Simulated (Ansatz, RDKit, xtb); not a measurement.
# C4H7FSeSi: which of the isomers drawn lies lowest?, part 1 of 2

Which of a sample of isomers of C4H7FSeSi is the most stable in the gas at 298.15 K, and what are its properties? The sample is small against all isomers, and the most stable one of this formula need not be in it.

The funnel: GFN2-xTB relaxations, single points with a density functional, relaxations at B3LYP-D3(BJ)/def2-SVP, harmonic vibrations (at GFN2-xTB), and a last energy at a higher level. All values are calculated.

### 1 Candidates

Isomers were taken from a list of plausible structures; this is a sample, not all of them. That gives 11 candidates.

| label | SMILES | spin |
| --- | --- | --- |
| c033 | CC1=C[C@@H](F)[Si@H]1[SeH] | singlet |
| c160 | FC[C@@H]1C=C[Se][SiH2]1 | singlet |
| c458 | FC1=C[Se][SiH2]CC1 | singlet |
| c564 | F[C@@H]1C=C[SiH2][Se]C1 | singlet |
| c567 | FCC1=C[SiH2][Se]C1 | singlet |
| c699 | F[C@@H]1[SiH2]CC=C[Se]1 | singlet |
| c714 | F[C@@H]1C=C[Se]C[SiH2]1 | singlet |
| c800 | C[Se][SiH2][C@@H]1C=C1F | singlet |
| c804 | F[C@@H]1C=C[C@H]([SiH3])[Se]1 | singlet |
| c933 | C=C1C[Si@@H]([SeH])[C@@H]1F | singlet |
| c975 | C=C1C[Si@@H]([SeH])[C@H]1F | singlet |

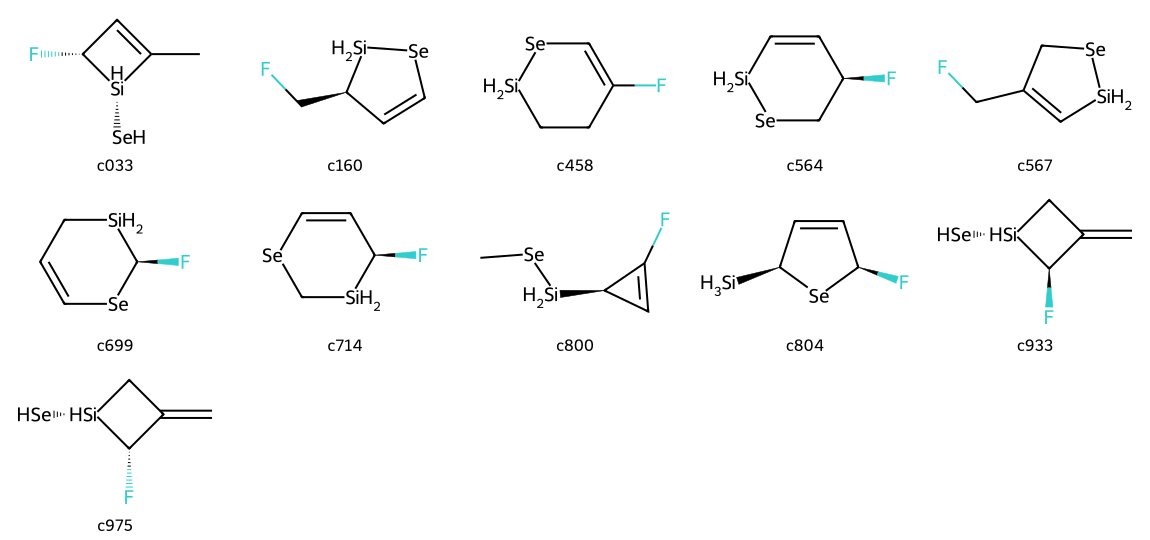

Structural formulas of the candidates.

Candidates are built by distance geometry, with a force field where one applies, in up to four conformers (letters a to d).

### 2 Search with GFN2-xTB

All 22 starts are relaxed the same way. One of them, c567a (taken from a list of plausible isomers, embedded by distance geometry and UFF), in full:

The input, start.xyz:

```xyz
14
c567a
C     -1.142998     0.170854     2.666379
C     -0.578478    -0.722170     1.545373
C     -1.085971    -0.511158     0.305171
C      0.546567    -1.593103     1.829422
F     -2.498612    -0.208719     2.843908
Se     0.973959    -2.863798     0.335871
Si    -0.319448    -1.582378    -0.969333
H     -1.067907     1.234281     2.399686
H     -0.603576    -0.020283     3.568769
H     -1.869210     0.139540     0.091856
H      0.523731    -0.732521    -1.886675
H     -1.306321    -2.338915    -1.703435
H      0.317723    -2.217774     2.750910
H      1.465083    -0.991014     2.029474
```

On the command line:

```sh
$ xtb start.xyz --gfn 2 --opt
```

Standard output, cut to the lines that bear on the results:

```text
* xtb version 6.7.1
[...]
          :  # basis functions                  47          :
[...]
          :  # electrons                        40          :
[...]
          :  Hamiltonian                  GFN2-xTB          :
[...]
          :  net charge                          0          :
          :  unpaired electrons                  0          :
[...]
   *** convergence criteria satisfied after 14 iterations ***
[...]
   *** GEOMETRY OPTIMIZATION CONVERGED AFTER 40 ITERATIONS ***
[...]
   *** convergence criteria satisfied after 3 iterations ***
[...]
         ::                     SUMMARY                     ::
         :::::::::::::::::::::::::::::::::::::::::::::::::::::
         :: total energy             -21.769412970248 Eh    ::
         :: gradient norm              0.000599205578 Eh/a0 ::
         :: HOMO-LUMO gap              3.171115283450 eV    ::
         ::.................................................::
         :: SCC energy               -21.985680546472 Eh    ::
         :: -> isotropic ES            0.033140348960 Eh    ::
         :: -> anisotropic ES          0.000022937353 Eh    ::
         :: -> anisotropic XC          0.001766598847 Eh    ::
         :: -> dispersion             -0.011433701122 Eh    ::
         :: repulsion energy           0.216267576224 Eh    ::
         :: add. restraining           0.000000000000 Eh    ::
         :: total charge               0.000000000000 e     ::
         :::::::::::::::::::::::::::::::::::::::::::::::::::::
[...]
        20        2.0000           -0.3690002             -10.0410 (HOMO)
        21                         -0.2524639              -6.8699 (LUMO)
[...]
     #   Z          covCN         q      C6AA      α(0)
     1   6          3.614     0.110    19.236     6.329
     2   6          3.007     0.006    27.877     8.661
     3   6          2.798    -0.137    31.496     9.194
     4   6          3.799    -0.023    20.989     6.523
     5   9          0.784    -0.247    11.736     4.047
     6  34          1.869    -0.365   248.292    27.457
     7  14          3.635     0.490    97.902    18.979
     8   1          0.924     0.058     2.218     2.329
     9   1          0.924     0.058     2.220     2.330
    10   1          0.926     0.051     2.307     2.375
    11   1          0.919    -0.058     4.301     3.244
    12   1          0.919    -0.058     4.296     3.242
    13   1          0.924     0.058     2.227     2.334
    14   1          0.924     0.057     2.230     2.335
[...]
     #   Z sym  total        # sym  WBO       # sym  WBO       # sym  WBO
 ---------------------------------------------------------------------------
     1   6      3.904 --     2      0.992     9      0.957     8      0.956
                             5      0.943
     2   6      3.984 --     3      1.886     4      1.022     1      0.992
     3   6      3.975 --     2      1.886    10      0.970     7      0.918
     4   6      3.985 --     6      1.023     2      1.022    14      0.950
                            13      0.950
     5   9      1.006 --     1      0.943
     6  34      2.170 --     4      1.023     7      0.946
     7  14      3.669 --     6      0.946     3      0.918    12      0.872
                            11      0.872
     8   1      0.996 --     1      0.956
     9   1      0.996 --     1      0.957
    10   1      0.997 --     3      0.970
[...]
molecular dipole:
                 x           y           z       tot (Debye)
 q only:       -0.243       0.116      -0.192
   full:       -0.348       0.332       0.265       1.394
molecular quadrupole (traceless):
[...]
          | TOTAL ENERGY              -21.769412970248 Eh   |
          | GRADIENT NORM               0.000599205578 Eh/α |
          | HOMO-LUMO GAP               3.171115283450 eV   |
           -------------------------------------------------
[...]
```

It took 0.28 s on 4 threads of Arm Neoverse V1, shared host.

### 3 The minima found

22 of the 22 relaxations converged; 2 ended on a minimum already found. 20 distinct structures remain:

| label | start | SMILES after | spin | energy (kcal/mol) |
| --- | --- | --- | --- | --- |
| c458a | drawn | FC1=C[Se][SiH2]CC1 | singlet | 0.0 |
| c567a | drawn | FCC1=C[SiH2][Se]C1 | singlet | 1.0 |
| c567c | drawn | FCC1=C[SiH2][Se]C1 | singlet | 1.3 |
| c160c | drawn | FC[C@@H]1C=C[Se][SiH2]1 | singlet | 1.6 |
| c160d | drawn | FC[C@@H]1C=C[Se][SiH2]1 | singlet | 2.3 |
| c160a | drawn | FC[C@@H]1C=C[Se][SiH2]1 | singlet | 2.5 |
| c564a | drawn | F[C@@H]1C=C[SiH2][Se]C1 | singlet | 4.8 |
| c564b | drawn | F[C@@H]1C=C[SiH2][Se]C1 | singlet | 6.4 |
| c804a | drawn | F[C@@H]1C=C[C@H]([SiH3])[Se]1 | singlet | 21.4 |
| c975b | drawn | C=C1C[Si@@H]([SeH])[C@H]1F | singlet | 23.5 |
| c975a | drawn | C=C1C[Si@@H]([SeH])[C@H]1F | singlet | 23.5 |
| c033a | drawn | CC1=C[C@@H](F)[Si@H]1[SeH] | singlet | 23.7 |
| c933a | drawn | C=C1C[Si@@H]([SeH])[C@@H]1F | singlet | 24.0 |
| c933b | drawn | C=C1C[Si@@H]([SeH])[C@@H]1F | singlet | 24.1 |
| c714a | drawn | F[C@@H]1C=C[Se]C[SiH2]1 | singlet | 30.9 |
| c699a | drawn | F[C@@H]1[SiH2]CC=C[Se]1 | singlet | 31.1 |
| c714b | drawn | F[C@@H]1C=C[Se]C[SiH2]1 | singlet | 32.0 |
| c800c | drawn | C[Se][SiH2][C@@H]1C=C1F | singlet | 57.9 |
| c800a | drawn | C[Se][SiH2][C@@H]1C=C1F | singlet | 58.3 |
| c800b | drawn | C[Se][SiH2][C@@H]1C=C1F | singlet | 59.3 |

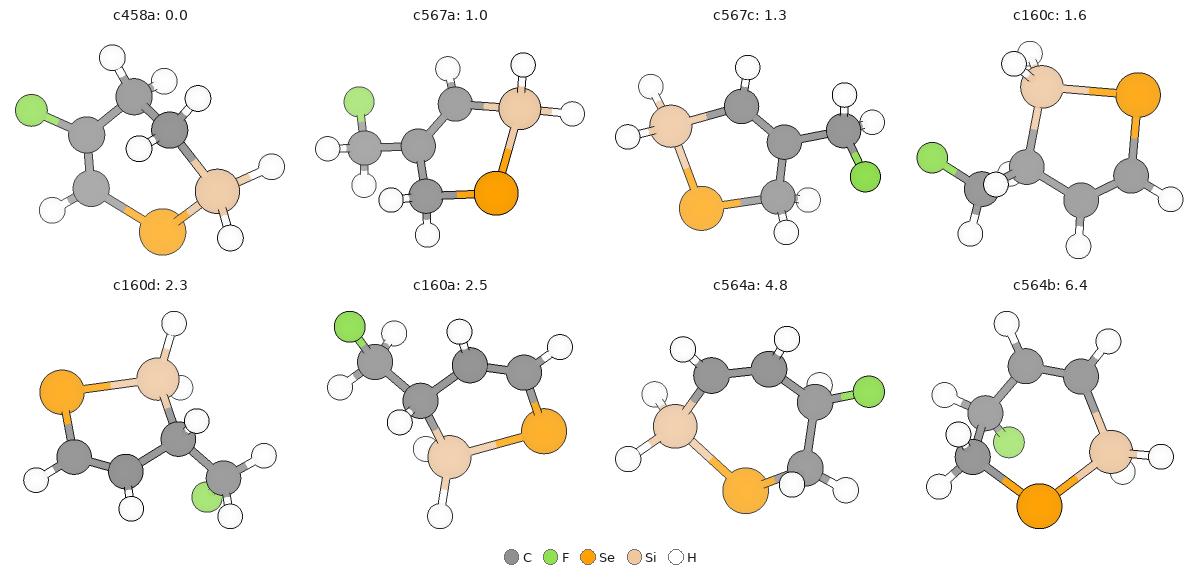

The 8 lowest minima that did not fall apart, with their GFN2-xTB energies in kcal/mol.

### 4 Single points on the low minima

A choice of the minima (the low ones first, few conformers of a pattern, up to a cap) and the lowest that fell apart get a single point at r2SCAN-D4/def2-SVP on the tight-binding geometry, and one at HF/STO-3G for comparison. The lowest singlets are also tried as triplets at the same geometry (label ending in t). Within 30 kcal/mol but not screened, among others: c160a. The first, c458a:

The input, input.yaml:

```yaml
crystal:
  periodic: [false, false, false]
  atoms:
    - symbol: C
      position_ang: [-1.124899, -0.335141, 2.402893]
    - symbol: C
      position_ang: [-2.272218, -0.662945, 1.824340]
    - symbol: C
      position_ang: [0.652669, -1.360942, 0.960809]
    - symbol: C
      position_ang: [0.225935, -0.147008, 1.791853]
    - symbol: F
      position_ang: [-1.133926, -0.164654, 3.752930]
    - symbol: Se
      position_ang: [-2.535279, -0.941434, -0.030398]
    - symbol: Si
      position_ang: [-0.405288, -1.539515, -0.610846]
    - symbol: H
      position_ang: [-3.172356, -0.759252, 2.413794]
    - symbol: H
      position_ang: [-0.425919, -2.921703, -1.082882]
    - symbol: H
      position_ang: [0.036054, -0.608946, -1.650654]
    - symbol: H
      position_ang: [1.701268, -1.251410, 0.687567]
    - symbol: H
      position_ang: [0.577716, -2.259750, 1.574257]
    - symbol: H
      position_ang: [0.936311, 0.026662, 2.603609]
    - symbol: H
      position_ang: [0.215986, 0.745257, 1.157210]
basis:
  gaussian:
    orbitals: def2-SVP
magnetization:
  spin_polarized: false
  initial_magnetization: 0
hamiltonian:
  xc: r2scan
  dispersion: d4
scf:
  lower_state_search: off
```

On the command line:

```sh
$ ansatz run input.yaml --threads 4 --pin off --max-ram 7830MiB --events-out events.jsonl --progress --plain --runs-dir runs
```

Standard output, cut to the lines that bear on the results:

```text
Warning: RAYON_NUM_THREADS=4 ignored (pool sized by the plan → 4); use --threads N
Functional definition: r2SCAN
  name "r2SCAN"
[...]
1728 factors; their error is unknown
[...]
mean field -80186.10159448 eV, -2946.7848815054 hartree, gradient 4.9e-6 eV, S^2 0.000000; 0 other end points of the search recorded, 0 dependent functions left out
reference -80186.10160483 eV, -2946.7848818859 hartree; 44, 44 occupied and 111, 111 virtual orbitals, 1728 factors
Total energy: -80186.21099373 eV, -2946.7889018536 hartree
Checks for a lower state left out: stability, starts, cluster_reference, orbital_swaps, neighbouring_geometries, increment
```

Run time: 2.4 s. Hardware: 4 threads of Arm Neoverse V1, shared host; peak memory 0.23 GiB.

Relative energies in kcal/mol, each column from its lowest structure that stays in one piece:

| label | SMILES | spin | GFN2-xTB | HF/STO-3G | r2SCAN-D4/def2-SVP |
| --- | --- | --- | --- | --- | --- |
| c458a | FC1=C[Se][SiH2]CC1 | singlet | 0.0 | 0.0 | 0.0 |
| c567a | FCC1=C[SiH2][Se]C1 | singlet | 1.0 | 6.8 | 1.2 |
| c567c | FCC1=C[SiH2][Se]C1 | singlet | 1.3 | 7.3 | 1.7 |
| c564a | F[C@@H]1C=C[SiH2][Se]C1 | singlet | 4.8 | 10.1 | 2.8 |
| c160c | FC[C@@H]1C=C[Se][SiH2]1 | singlet | 1.6 | 7.7 | 4.3 |
| c564b | F[C@@H]1C=C[SiH2][Se]C1 | singlet | 6.4 | 11.1 | 4.4 |
| c160d | FC[C@@H]1C=C[Se][SiH2]1 | singlet | 2.3 | 8.3 | 4.9 |
| c033a | CC1=C[C@@H](F)[Si@H]1[SeH] | singlet | 23.7 | 32.4 | 14.6 |
| c975b | C=C1C[Si@@H]([SeH])[C@H]1F | singlet | 23.5 | 32.4 | 19.9 |
| c933a | C=C1C[Si@@H]([SeH])[C@@H]1F | singlet | 24.0 | 31.3 | 20.2 |
| c975a | C=C1C[Si@@H]([SeH])[C@H]1F | singlet | 23.5 | 32.4 | 20.7 |
| c933b | C=C1C[Si@@H]([SeH])[C@@H]1F | singlet | 24.1 | 32.6 | 21.2 |
| c804a | F[C@@H]1C=C[C@H]([SiH3])[Se]1 | singlet | 21.4 | 32.3 | 24.5 |
| c458at | FC1=C[Se][SiH2]CC1 | triplet | – | – | 86.7 |
| c567at | FCC1=C[SiH2][Se]C1 | triplet | – | – | 96.4 |

### 5 Refinement at B3LYP-D3(BJ)/def2-SVP

6 candidates are relaxed at B3LYP-D3(BJ)/def2-SVP (chosen among the lowest in one piece, one conformer a pattern). The first, c458a:

The input, input.yaml:

```yaml
basis:
  gaussian:
    orbitals: def2-SVP
crystal:
  periodic: [false, false, false]
  atoms:
    - {symbol: C, position_ang: [-1.124899, -0.335141, 2.402893]}
    - {symbol: C, position_ang: [-2.272218, -0.662945, 1.824340]}
    - {symbol: C, position_ang: [0.652669, -1.360942, 0.960809]}
    - {symbol: C, position_ang: [0.225935, -0.147008, 1.791853]}
    - {symbol: F, position_ang: [-1.133926, -0.164654, 3.752930]}
    - {symbol: Se, position_ang: [-2.535279, -0.941434, -0.030398]}
    - {symbol: Si, position_ang: [-0.405288, -1.539515, -0.610846]}
    - {symbol: H, position_ang: [-3.172356, -0.759252, 2.413794]}
    - {symbol: H, position_ang: [-0.425919, -2.921703, -1.082882]}
    - {symbol: H, position_ang: [0.036054, -0.608946, -1.650654]}
    - {symbol: H, position_ang: [1.701268, -1.251410, 0.687567]}
    - {symbol: H, position_ang: [0.577716, -2.259750, 1.574257]}
    - {symbol: H, position_ang: [0.936311, 0.026662, 2.603609]}
    - {symbol: H, position_ang: [0.215986, 0.745257, 1.157210]}
scf:
  lower_state_search: off
hamiltonian:
  xc: {name: B3LYP}
  dispersion: d3bj
relax:
  f_tol: 0.006
total_charge: 0
```

On the command line:

```sh
$ ansatz run input.yaml --threads 4 --pin off --max-ram 7830MiB --events-out events.jsonl --progress --plain --runs-dir runs
```

Standard output, cut to the lines that bear on the results:

```text
Warning: RAYON_NUM_THREADS=4 ignored (pool sized by the plan → 4); use --threads N
[...]
Functional definition: B3LYP
  name "B3LYP"
[...]
1691 factors; integrals over basis functions are off by at most 4.6e-4 eV
[...]
mean field -80192.04082074 eV, -2947.0031440446 hartree, gradient 3.2e-6 eV, S^2 0.000000; 0 other end points of the search recorded, 0 dependent functions left out
[...]
reference -80192.04108134 eV, -2947.0031536216 hartree; 44, 44 occupied and 111, 111 virtual orbitals, 1691 factors
relax step   1: F+E_penalty+E_count = -80192.83510643 eV  Δ(F+E_penalty+E_count) = +0.000e0 eV  max|allowed force component| = 8.656e-1 eV/Å  Δτ_max = 0.0000 Å  (16 SCF iters, accepted)
[...]
relax step   5: F+E_penalty+E_count = -80192.90380259 eV  Δ(F+E_penalty+E_count) = -5.111e-4 eV  max|allowed force component| = 1.095e-1 eV/Å  Δτ_max = 0.0381 Å  (20 SCF iters, accepted)
[...]
Atom 5 at    -2.396448    -0.410454    -0.141113 Å, force     0.000549    -0.000959     0.002924 eV/Å
Atom 6 at    -0.446412    -1.580783    -0.554883 Å, force     0.002652     0.000392    -0.003522 eV/Å
Atom 7 at    -3.207373    -0.853837     2.292528 Å, force    -0.000707     0.000553     0.002452 eV/Å
Atom 8 at    -0.694797    -3.044444    -0.690472 Å, force    -0.001600    -0.001103     0.000819 eV/Å
Atom 9 at     0.086085    -1.065010    -1.848121 Å, force     0.000454    -0.000077    -0.000809 eV/Å
Atom 10 at     1.710135    -0.970401     0.525644 Å, force    -0.000208    -0.000093    -0.000281 eV/Å
Atom 11 at     0.830686    -2.170722     1.483527 Å, force    -0.000604    -0.000833    -0.000028 eV/Å
Atom 12 at     0.908294     0.042877     2.682597 Å, force    -0.001349    -0.000639     0.000096 eV/Å
Atom 13 at     0.134546     0.828859     1.288523 Å, force     0.000218    -0.000583     0.000460 eV/Å
Dipole moment:     0.368971    -0.046766    -0.068435 e Å
Checks for a lower state left out: stability, starts, cluster_reference, orbital_swaps, neighbouring_geometries, increment
```

Run time: 56 s. Hardware: 4 threads of Arm Neoverse V1, shared host; peak memory 0.46 GiB.

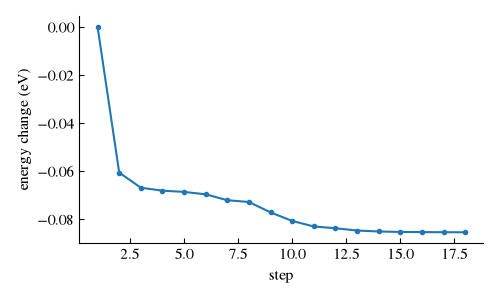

Energy along the run, all evaluated steps.

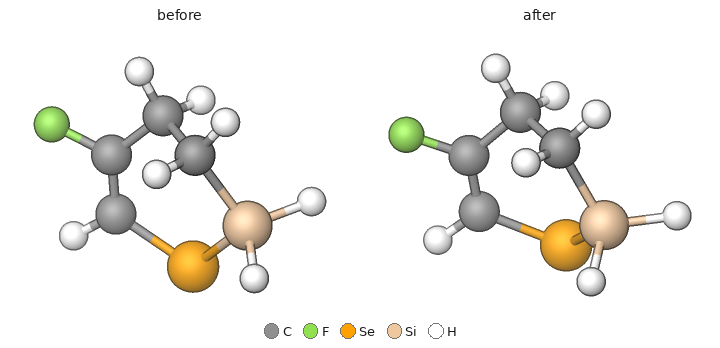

Before and after, at one scale.

After the run. Bond lengths: C1–C2 1.338 Å, C1–C4 1.500 Å, C3–C4 1.546 Å, C1–F5 1.348 Å, C2–Se6 1.921 Å, C3–Si7 1.903 Å, Se6–Si7 2.312 Å, C2–H8 1.092 Å, Si7–H9 1.491 Å, Si7–H10 1.491 Å, C3–H11 1.103 Å, C3–H12 1.102 Å, C4–H13 1.100 Å, C4–H14 1.104 Å. Some angles: C1–C2–Se6 122.5°, C2–C1–C4 126.6°, C2–C1–F5 119.2°, C4–C1–F5 114.2°, C1–C4–C3 112.6°, C4–C3–Si7 113.6°, C2–Se6–Si7 94.5°, C3–Si7–Se6 106.5°, C1–C2–H8 120.7°, Se6–C2–H8 116.9°.

### 6 The relaxed candidates

| label | spin | r2SCAN-D4/def2-SVP (kcal/mol) | B3LYP-D3(BJ)/def2-SVP, relaxed (kcal/mol) | time |
| --- | --- | --- | --- | --- |
| c458a | singlet | 0.0 | 0.0 | 56 s |
| c567a | singlet | 1.2 | 1.0 | 18 s |
| c564a | singlet | 2.8 | 1.2 | 43 s |
| c160c | singlet | 4.3 | 4.0 | 45 s |
| c033a | singlet | 14.6 | 13.5 | 42 s |
| c975b | singlet | 19.9 | 17.4 | 82 s |

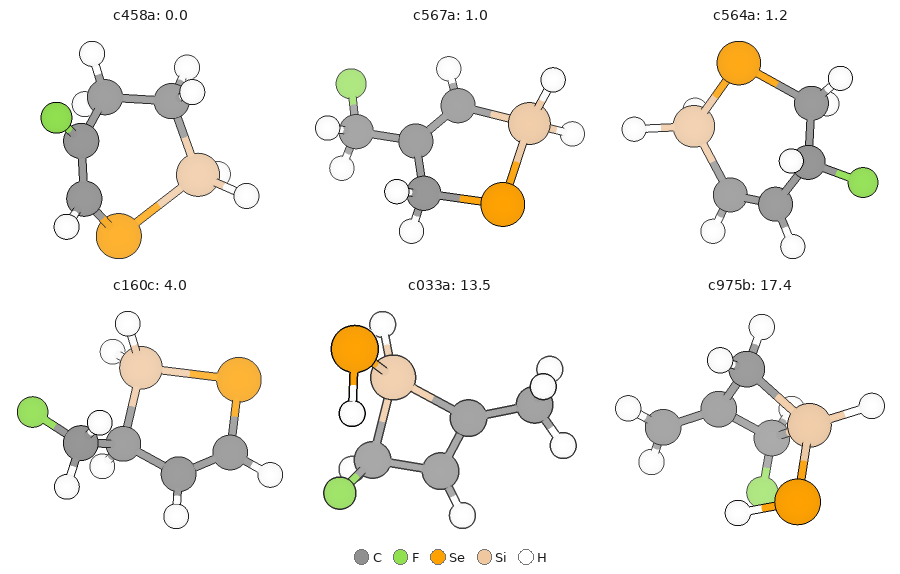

The relaxed structures, with energies at B3LYP-D3(BJ)/def2-SVP in kcal/mol.

### 7 Are they minima? Harmonic frequencies

The lowest few in one piece go on as finalists (c033a, c975b drop out). In this search the thermal terms come from GFN2-xTB at its own nearest minimum. The first, c458a:

The input, start.xyz:

```xyz
14
c458a
C     -1.141928    -0.425387     2.440924
C     -2.284426    -0.601142     1.767256
C      0.712260    -1.234503     0.914106
C      0.203238    -0.117170     1.853360
F     -1.137805    -0.578662     3.780606
Se    -2.396448    -0.410454    -0.141113
Si    -0.446412    -1.580783    -0.554883
H     -3.207373    -0.853837     2.292528
H     -0.694797    -3.044444    -0.690472
H      0.086085    -1.065010    -1.848121
H      1.710135    -0.970401     0.525644
H      0.830686    -2.170722     1.483527
H      0.908294     0.042877     2.682597
H      0.134546     0.828859     1.288523
```

On the command line:

```sh
$ xtb start.xyz --gfn 2 --ohess tight
```

Standard output, cut to the lines that bear on the results:

```text
* xtb version 6.7.1
[...]
          :  # basis functions                  47          :
[...]
          :  # electrons                        40          :
[...]
          :  Hamiltonian                  GFN2-xTB          :
[...]
          :  net charge                          0          :
          :  unpaired electrons                  0          :
[...]
   *** convergence criteria satisfied after 14 iterations ***
[...]
   *** GEOMETRY OPTIMIZATION CONVERGED AFTER 25 ITERATIONS ***
[...]
   *** convergence criteria satisfied after 3 iterations ***
[...]
         ::                     SUMMARY                     ::
         :::::::::::::::::::::::::::::::::::::::::::::::::::::
         :: total energy             -21.770962981153 Eh    ::
         :: gradient norm              0.000294050138 Eh/a0 ::
         :: HOMO-LUMO gap              3.728269829933 eV    ::
         ::.................................................::
         :: SCC energy               -21.987583447372 Eh    ::
         :: -> isotropic ES            0.030907573610 Eh    ::
         :: -> anisotropic ES          0.000129364126 Eh    ::
         :: -> anisotropic XC          0.002112680134 Eh    ::
         :: -> dispersion             -0.012037178988 Eh    ::
         :: repulsion energy           0.216620466220 Eh    ::
         :: add. restraining           0.000000000000 Eh    ::
         :: total charge              -0.000000000000 e     ::
         :::::::::::::::::::::::::::::::::::::::::::::::::::::
[...]
        20        2.0000           -0.3712547             -10.1024 (HOMO)
        21                         -0.2342433              -6.3741 (LUMO)
[...]
molecular dipole:
                 x           y           z       tot (Debye)
 q only:        1.047      -0.348      -0.929
   full:        1.229      -0.259      -0.544       3.479
molecular quadrupole (traceless):
[...]
          | TOTAL ENERGY              -21.770962981157 Eh   |
          | TOTAL ENTHALPY            -21.665644011934 Eh   |
          | TOTAL FREE ENERGY         -21.708849699409 Eh   |
          | GRADIENT NORM               0.000293788824 Eh/α |
[...]
```

Wall time 0.35 s (4 threads of Arm Neoverse V1, shared host).

### 8 Thermal terms of the finalists

As xtb prints them, at 298.15 K, with its own treatment of low modes:

| label | SMILES | spin | lowest mode (cm⁻¹) | zero-point (kcal/mol) | G − E (kcal/mol) |
| --- | --- | --- | --- | --- | --- |
| c458a | FC1=C[Se][SiH2]CC1 | singlet | 22 | 60.2 | 39.0 |
| c567a | FCC1=C[SiH2][Se]C1 | singlet | 52 | 59.6 | 37.8 |
| c564a | F[C@@H]1C=C[SiH2][Se]C1 | singlet | 31 | 59.9 | 38.7 |
| c160c | FC[C@@H]1C=C[Se][SiH2]1 | singlet | 37 | 60.0 | 38.5 |

(Continued in part 2 of 2.)
